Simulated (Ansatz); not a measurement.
**Run report: C$_{2}$H$_{7}$BOSi, nudged elastic band (part 1 of 2)**

The run: nudged elastic band of C$_{2}$H$_{7}$BOSi. Method and program: RKS PBE0-D4/def2-SVP (Ansatz 0.2.0).

It belongs to a series of runs on one base structure; here: band between the two ends. Figures and captions count atoms from 1; the log counts them from 0 in places.

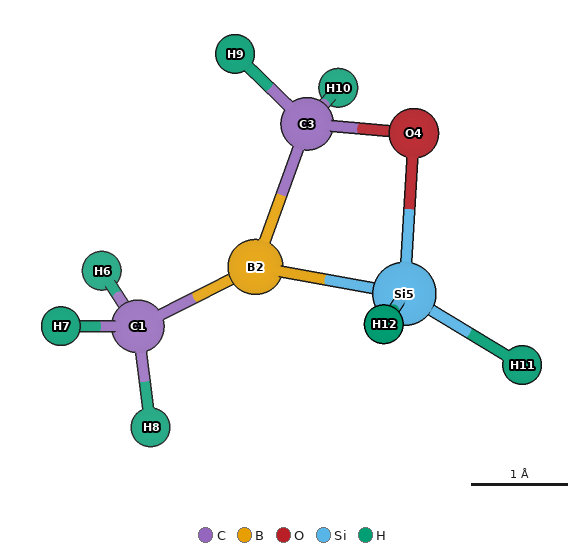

**Figure 1.** The input geometry (ball-and-stick view, seen at a tilt; atoms are numbered from 1 in the order of the input).

## Key numbers

- outcome: converged
- barrier, forward: 2.339 eV
- barrier, backward: 1.091 eV
- hardware: 2 threads of AMD EPYC (Zen 5), 16 GiB of memory available, shared host
- wall time: 2.2 min (CPU time 4.3 min)
- peak memory: 0.27 GiB

The order of the saddle point was not checked.

## Input file
```yaml
crystal:
  periodic: [false, false, false]
  atoms:
    - { symbol: C, position_ang: [-1.207949, 0.140429, 1.417653] }
    - { symbol: B, position_ang: [-0.196752, 0.078032, 0.247285] }
    - { symbol: C, position_ang: [1.121939, -0.782982, 0.041225] }
    - { symbol: O, position_ang: [1.523768, -0.43451, -1.297134] }
    - { symbol: Si, position_ang: [0.270709, 0.673101, -1.631739] }
    - { symbol: H, position_ang: [-0.808746, -0.1938, 2.387941] }
    - { symbol: H, position_ang: [-2.010262, -0.573093, 1.13877] }
    - { symbol: H, position_ang: [-1.705036, 1.115405, 1.529607] }
    - { symbol: H, position_ang: [0.957985, -1.876172, 0.139191] }
    - { symbol: H, position_ang: [1.915546, -0.533182, 0.776468] }
    - { symbol: H, position_ang: [0.775719, 2.058477, -1.901886] }
    - { symbol: H, position_ang: [-0.55992, 0.272894, -2.813481] }
basis:
  gaussian: { orbitals: def2-SVP }
hamiltonian:
  xc: pbe0
  dispersion: d4
neb:
  order_check: false
  images: 9
  f_tol: 0.05
  max_iterations: 60
  final_atoms:
    - { symbol: C, position_ang: [-1.4572505, 0.09434093, 1.43988038] }
    - { symbol: B, position_ang: [-0.31647727, -0.02448307, 0.36324584] }
    - { symbol: C, position_ang: [0.87887475, -0.84071192, 0.2487042] }
    - { symbol: O, position_ang: [1.55422308, -0.58383134, -1.08491442] }
    - { symbol: Si, position_ang: [0.19613274, 0.65231211, -1.41579107] }
    - { symbol: H, position_ang: [-1.27854514, -0.56571024, 2.30390165] }
    - { symbol: H, position_ang: [-2.44049383, -0.1726098, 1.01669339] }
    - { symbol: H, position_ang: [-1.55061077, 1.12464444, 1.82225091] }
    - { symbol: H, position_ang: [1.39933259, -1.65037154, 0.76818898] }
    - { symbol: H, position_ang: [2.43786278, -0.2025457, -0.96537688] }
    - { symbol: H, position_ang: [0.99860495, 1.88921359, -1.71693346] }
    - { symbol: H, position_ang: [-0.34465236, 0.22435154, -2.74594951] }
  initial_path:
    images:
      - { positions_ang: [[-1.207949, 0.140429, 1.417653], [-0.196752, 0.078032, 0.247285], [1.121939, -0.782982, 0.041225], [1.523768, -0.43451, -1.297134], [0.270709, 0.673101, -1.631739], [-0.808746, -0.1938, 2.387941], [-2.010262, -0.573093, 1.13877], [-1.705036, 1.115405, 1.529607], [0.957985, -1.876172, 0.139191], [1.915546, -0.533182, 0.776468], [0.775719, 2.058477, -1.901886], [-0.55992, 0.272894, -2.813481]] }
      - { positions_ang: [[-1.22947071, 0.13477777, 1.39686464], [-0.16606762, 0.1152408, 0.28493825], [1.13061583, -0.77356355, 0.06271137], [1.53189533, -0.45016146, -1.27658741], [0.27501485, 0.66838321, -1.59013488], [-0.86717235, -0.16224628, 2.38117221], [-2.00147353, -0.59178275, 1.0930755], [-1.74157338, 1.11795701, 1.47020703], [0.94660056, -1.85594053, 0.18734741], [2.00758048, -0.56260272, 0.57481547], [0.79219928, 2.04480763, -1.84314808], [-0.60114774, 0.25972987, -2.70736151]] }
      - { positions_ang: [[-1.25099242, 0.12912654, 1.37607629], [-0.13538325, 0.15244959, 0.3225915], [1.13929266, -0.76414509, 0.08419774], [1.54002266, -0.46581292, -1.25604082], [0.27932069, 0.66366541, -1.54853076], [-0.92559869, -0.13069256, 2.37440342], [-1.99268505, -0.61047249, 1.047381], [-1.77811076, 1.12050902, 1.41080706], [0.93521611, -1.83570905, 0.23550383], [2.09961497, -0.59202344, 0.37316293], [0.80867957, 2.03113825, -1.78441015], [-0.64237547, 0.24656575, -2.60124203]] }
      - { positions_ang: [[-1.27251413, 0.12347531, 1.35528793], [-0.10469887, 0.18965839, 0.36024474], [1.14796949, -0.75472664, 0.1056841], [1.54814998, -0.48146438, -1.23549423], [0.28362654, 0.65894762, -1.50692664], [-0.98402504, -0.09913884, 2.36763464], [-1.98389658, -0.62916224, 1.00168649], [-1.81464815, 1.12306104, 1.35140709], [0.92383167, -1.81547758, 0.28366024], [2.19164945, -0.62144416, 0.1715104], [0.82515985, 2.01746888, -1.72567223], [-0.68360321, 0.23340162, -2.49512254]] }
      - { positions_ang: [[-1.29403584, 0.11782407, 1.33449958], [-0.0740145, 0.22686718, 0.39789799], [1.15664631, -0.74530819, 0.12717047], [1.55627731, -0.49711584, -1.21494764], [0.28793238, 0.65422982, -1.46532252], [-1.04245139, -0.06758512, 2.36086585], [-1.9751081, -0.64785198, 0.95599199], [-1.85118553, 1.12561305, 1.29200712], [0.91244722, -1.79524611, 0.33181665], [2.28368394, -0.65086488, -0.03014213], [0.84164013, 2.00379951, -1.66693431], [-0.72483094, 0.22023749, -2.38900306]] }
      - { positions_ang: [[-1.31555755, 0.11217284, 1.31371122], [-0.04333012, 0.26407598, 0.43555124], [1.16532314, -0.73588974, 0.14865684], [1.56440464, -0.5127673, -1.19440104], [0.29223823, 0.64951203, -1.4237184], [-1.10087774, -0.0360314, 2.35409706], [-1.96631963, -0.66654173, 0.91029749], [-1.88772291, 1.12816506, 1.23260715], [0.90106278, -1.77501463, 0.37997307], [2.37571842, -0.6802856, -0.23179467], [0.85812041, 1.99013013, -1.60819638], [-0.76605868, 0.20707337, -2.28288357]] }
      - { positions_ang: [[-1.34389614, 0.10860646, 1.33894505], [-0.09795955, 0.20636417, 0.42109016], [1.10803346, -0.75685417, 0.16866631], [1.56236833, -0.52698011, -1.17250372], [0.27301713, 0.65007204, -1.42213294], [-1.13641122, -0.14196717, 2.34405798], [-2.06115447, -0.56775534, 0.93157667], [-1.82030048, 1.12746094, 1.3505359], [1.00071674, -1.75008601, 0.45761625], [2.38814729, -0.58473762, -0.37851111], [0.88621732, 1.96994682, -1.6299438], [-0.68177742, 0.210529, -2.37549676]] }
      - { positions_ang: [[-1.37223473, 0.10504008, 1.36417888], [-0.15258898, 0.14865236, 0.40662908], [1.05074378, -0.77781861, 0.18867578], [1.56033202, -0.54119292, -1.15060639], [0.25379603, 0.65063206, -1.42054747], [-1.1719447, -0.24790294, 2.3340189], [-2.15598931, -0.46896896, 0.95285585], [-1.75287805, 1.12675681, 1.46846465], [1.1003707, -1.7251574, 0.53525943], [2.40057616, -0.48918964, -0.52522755], [0.91431423, 1.94976351, -1.65169121], [-0.59749615, 0.21398464, -2.46810995]] }
      - { positions_ang: [[-1.40057332, 0.1014737, 1.38941272], [-0.20721841, 0.09094055, 0.392168], [0.99345411, -0.79878304, 0.20868525], [1.55829571, -0.55540573, -1.12870907], [0.23457493, 0.65119208, -1.418962], [-1.20747818, -0.3538387, 2.32397981], [-2.25082415, -0.37018257, 0.97413503], [-1.68545562, 1.12605269, 1.58639341], [1.20002466, -1.70022878, 0.61290262], [2.41300503, -0.39364166, -0.67194399], [0.94241113, 1.9295802, -1.67343863], [-0.51321489, 0.21744027, -2.56072314]] }
      - { positions_ang: [[-1.42891191, 0.09790731, 1.41464655], [-0.26184784, 0.03322874, 0.37770692], [0.93616443, -0.81974748, 0.22869473], [1.5562594, -0.56961854, -1.10681174], [0.21535384, 0.65175209, -1.41737654], [-1.24301166, -0.45977447, 2.31394073], [-2.34565899, -0.27139619, 0.99541421], [-1.6180332, 1.12534857, 1.70432216], [1.29967862, -1.67530016, 0.6905458], [2.42543391, -0.29809368, -0.81866044], [0.97050804, 1.9093969, -1.69518604], [-0.42893363, 0.2208959, -2.65333633]] }
      - { positions_ang: [[-1.4572505, 0.09434093, 1.43988038], [-0.31647727, -0.02448307, 0.36324584], [0.87887475, -0.84071192, 0.2487042], [1.55422308, -0.58383134, -1.08491442], [0.19613274, 0.65231211, -1.41579107], [-1.27854514, -0.56571024, 2.30390165], [-2.44049383, -0.1726098, 1.01669339], [-1.55061077, 1.12464444, 1.82225091], [1.39933259, -1.65037154, 0.76818898], [2.43786278, -0.2025457, -0.96537688], [0.99860495, 1.88921359, -1.71693346], [-0.34465236, 0.22435154, -2.74594951]] }
```

Command:
```bash
ansatz run input.yaml --threads 2 --pin off --max-ram 3072MiB --backend cpu --events-out ev --progress --plain --runs-dir out
```

## What the program printed
```
Engine: ansatz 0.2.0, x86_64-unknown-linux-gnu
Functional definition: PBE0
  parameter a = 0.25
  parameter kappa = 0.804
  parameter beta = 0.06672455060314922
  exchange = (1 - a)*pbe_x(kappa = kappa, mu = beta*pi^2/3) + a*exact_x
  correlation = pbe_c(beta = beta)
1189 factors; integrals over basis functions are off by at most 3.6e-4 eV
mean field evaluation 1: about -12766.5641 eV, gradient 5.5e1 eV
mean field evaluation 2: about -12761.1251 eV, gradient 7.5e1 eV
mean field evaluation 4: about -12773.3017 eV, gradient 2.8e0 eV
mean field evaluation 8: about -12773.3447 eV, gradient 4.9e-2 eV
mean field -12773.34471625 eV, -469.4117602383 hartree, gradient 2.2e-5 eV, S^2 0.000000; 0 other end points of the search recorded, 0 dependent functions left out
the calculation of the forces begins
reference -12773.34474569 eV, -469.4117613200 hartree; 23, 23 occupied and 86, 86 virtual orbitals, 1189 factors
1191 factors; integrals over basis functions are off by at most 1.0e-3 eV
mean field evaluation 16: about -12764.6164 eV, gradient 5.4e1 eV
mean field -12772.09304195 eV, -469.3657620562 hartree, gradient 7.0e-5 eV, S^2 0.000000; 0 other end points of the search recorded, 0 dependent functions left out
[... from here on the field's lines of each further geometry are left out, up to the last ...]
NEB iter   1: max|band force component| = 5.819e0 eV/Å  barrier→ = 3.8662 eV  barrier← = 2.6183 eV  Δτ_max = 0.1956 Å  (289 SCF iters)
NEB iter   2: max|band force component| = 3.361e0 eV/Å  barrier→ = 2.9118 eV  barrier← = 1.6640 eV  Δτ_max = 0.2000 Å  (272 SCF iters)
NEB iter   3: max|band force component| = 1.976e0 eV/Å  barrier→ = 2.3089 eV  barrier← = 1.0611 eV  Δτ_max = 0.2000 Å  (269 SCF iters)
NEB iter   4: max|band force component| = 1.775e0 eV/Å  barrier→ = 2.4433 eV  barrier← = 1.1955 eV  Δτ_max = 0.2000 Å  (267 SCF iters)
NEB iter   5: max|band force component| = 6.709e-1 eV/Å  barrier→ = 2.3730 eV  barrier← = 1.1252 eV  Δτ_max = 0.1054 Å  (271 SCF iters)
NEB iter   6: max|band force component| = 3.834e-1 eV/Å  barrier→ = 2.3463 eV  barrier← = 1.0985 eV  CI = image 5  Δτ_max = 0.0441 Å  (267 SCF iters)
NEB iter   7: max|band force component| = 1.900e-1 eV/Å  barrier→ = 2.3433 eV  barrier← = 1.0954 eV  CI = image 5  Δτ_max = 0.0374 Å  (271 SCF iters)
NEB iter   8: max|band force component| = 9.038e-2 eV/Å  barrier→ = 2.3428 eV  barrier← = 1.0949 eV  CI = image 5  Δτ_max = 0.0393 Å  (270 SCF iters)
NEB iter   9: max|band force component| = 7.282e-2 eV/Å  barrier→ = 2.3412 eV  barrier← = 1.0934 eV  CI = image 5  Δτ_max = 0.0684 Å  (270 SCF iters)
NEB iter  10: max|band force component| = 1.387e-1 eV/Å  barrier→ = 2.3398 eV  barrier← = 1.0920 eV  CI = image 5  Δτ_max = 0.0341 Å  (262 SCF iters)
NEB iter  11: max|band force component| = 1.803e-1 eV/Å  barrier→ = 2.3393 eV  barrier← = 1.0915 eV  CI = image 5  Δτ_max = 0.0171 Å  (263 SCF iters)
NEB iter  12: max|band force component| = 8.070e-2 eV/Å  barrier→ = 2.3391 eV  barrier← = 1.0913 eV  CI = image 5  Δτ_max = 0.0342 Å  (238 SCF iters)
NEB iter  13: max|band force component| = 5.819e-2 eV/Å  barrier→ = 2.3388 eV  barrier← = 1.0910 eV  CI = image 5  Δτ_max = 0.0342 Å  (262 SCF iters)
the calculation of the forces begins
reference -12772.07980838 eV, -469.3652757312 hartree; 23, 23 occupied and 86, 86 virtual orbitals, 1190 factors
1189 factors; integrals over basis functions are off by at most 1.2e-3 eV
mean field evaluation 1120: about -12764.6333 eV, gradient 5.1e1 eV
mean field -12771.00792815 eV, -469.3258848593 hartree, gradient 1.9e-5 eV, S^2 0.000000; 1 other end points of the search recorded, 0 dependent functions left out
the calculation of the forces begins
reference -12771.00795669 eV, -469.3258859083 hartree; 23, 23 occupied and 86, 86 virtual orbitals, 1189 factors
NEB iter  14: max|band force component| = 4.622e-2 eV/Å  barrier→ = 2.3388 eV  barrier← = 1.0909 eV  CI = image 5  Δτ_max = 0.0000 Å  (471 SCF iters)
```
